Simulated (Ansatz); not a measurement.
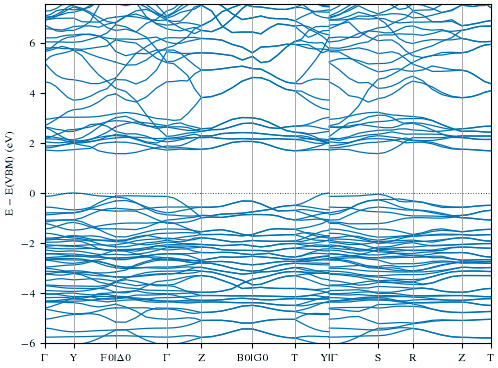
Band structure from plane-wave PAW LDA (Ansatz code)

Read off the gap and where the band edges lie.

About 1.6 eV (1.56 eV by a search for the band edges); maximum at Y, minimum on the Δ0–Γ line, 11 % of the way from Δ0.

The material is NaNbCu2S4 in space group Ama2 (No. 40; Pearson symbol oS32).

The first step of the workflow began from a Materials Project structure, measured or hypothetical; the Crystallography Open Database files this formula in space group No. 40, but the cells were not matched. Its standing as an ambient phase is unchecked. The LDA relaxation kept the symmetry of its start; its stability against distortions is not shown here. The run is not spin-polarised. Scalar-relativistic: spin–orbit coupling is off unless named, which matters more the heavier the elements.

Potentials: the later of the program's two PAW sets.
